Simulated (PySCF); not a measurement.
# C$_{2}$H$_{9}$F$_{2}$NSi$_{2}$ (SMILES CC(F)(F)[SiH2][SiH2]N): what the fields show

The calculation's input:

```
{"job": {"kind": "nmr", "xc": "PBE0", "basis": "pcSseg-1"}, "charge": 0, "multiplicity": 1}
C     -2.775106     0.617419     0.154352
C     -1.521240    -0.221357     0.256615
F     -1.605312    -1.265516    -0.643407
F     -1.502975    -0.852198     1.484697
Si     0.184320     0.668777     0.000625
Si     1.818499    -0.951566     0.193615
N      3.291711    -0.069107     0.013982
H     -3.657774    -0.000702     0.311593
H     -2.743939     1.398442     0.907988
H     -2.823010     1.068215    -0.832203
H      0.141194     1.740799     1.010275
H      0.004754     1.349439    -1.289382
H      1.710284    -1.715568     1.451484
H      1.859848    -1.918464    -0.906967
H      4.150686    -0.584169    -0.090322
H      3.460461     0.744498     0.582795
```

Run with:

```sh
OMP_NUM_THREADS=1 python probes_run.py task.json out
```

Geometry: GFN2-xTB.

Method: PySCF, PBE0/pcSseg-1, SCF density, gas phase, non-relativistic.

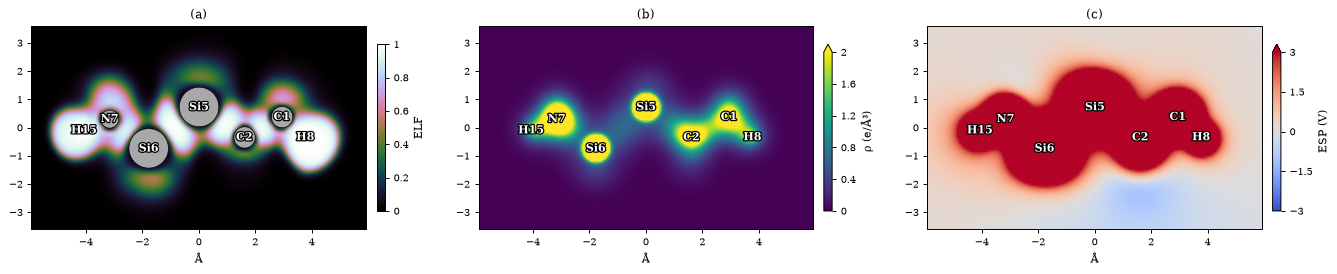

Figure 1. (a) ELF; (b) electron density; (c) molecular electrostatic potential on the plane of atoms C1, C2 and Si5. Grey discs cover the atomic cores in the ELF map.

> Interpret the plot.

The section cuts through C, Si, N and H sites.
C–C (1.51 Å): ρ is about 1.8 e/Å³ halfway; the ELF peaks at about 0.95 between the atoms (a shared electron pair).
Si–N (1.73 Å): ρ is about 1.1 e/Å³ halfway; the ELF peaks at about 0.90 between the atoms; a shared but strongly polarised pair.
C–Si (1.94 Å): ρ is about 0.92 e/Å³ halfway; the ELF peaks at about 1 between the atoms: localised, covalent bonding.
Si–Si (2.31 Å): ρ at the midpoint is about 0.68 e/Å³; the ELF peaks at about 1 between the atoms, as expected for a shared electron pair.
N–H (1.01 Å): ρ at the midpoint is about 2.8 e/Å³; the ELF climbs to about 1 towards the hydrogen, as it does in any bond to H (a covalent bond by its length).
Outside the dense part of the molecule the potential is most negative (−1.1 V) near F3, which lies off the plane.

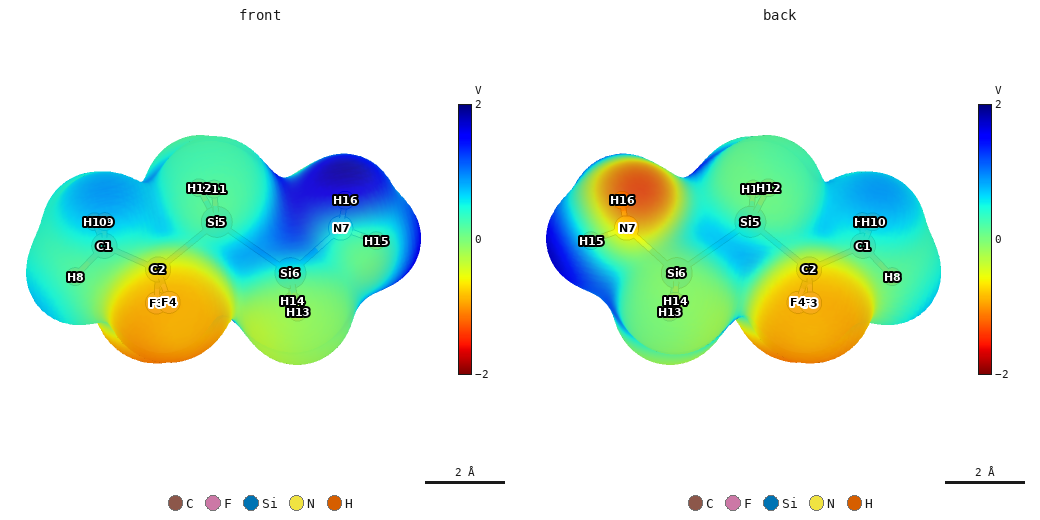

Figure 2. The electrostatic potential painted on the density surface at 0.002 e/bohr³, seen from the front and from behind; the colour scale runs from red (negative) to blue (positive).

> Where is the surface potential most negative and most positive?

The most negative region (about −1.2 V) lies over N7, the most positive (about +1.7 V) over H15 and H16. N7 is the likeliest acceptor of a hydrogen bond.

> What dipole moment does the calculation give?

Its dipole moment is 2.43 D.
